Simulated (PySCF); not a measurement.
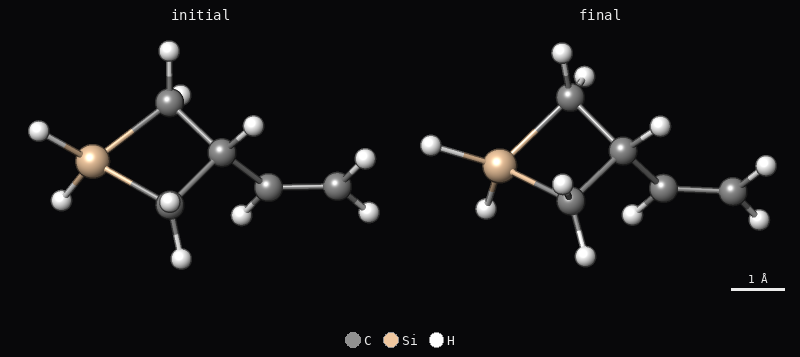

The structure of C5H10Si before (left) and after (right) a relaxation, at one scale.

Style: ball-and-stick. Shown at a tilt.

The start comes from GFN2-xTB.

The calculation used PBE0-D3(BJ)/def2-SVP geometry optimisation, gas phase (PySCF). 

**What changed between the two?**

The atom that moves furthest after the best rigid fit is an H atom (0.55 Å). Largest moves by element: H 0.55 Å, Si 0.20 Å, C 0.19 Å. Among the contacts that change: H–Si 1.464 → 1.496 Å, C–H 1.078 → 1.095 Å, C–C 1.552 → 1.566 Å, C–Si 1.909 → 1.896 Å. Among the angles between lasting bonds that change: Si–C–H 117.3° → 122.1°, Si–C–H 115.5° → 110.9°, Si–C–H 115.4° → 111.1°. After 12 geometry steps the energy has fallen by 12.3 kJ/mol. Largest force component: 1.2 eV/Å at the start, 0.012 eV/Å at the end. The run took about 90 core-seconds on a shared host.
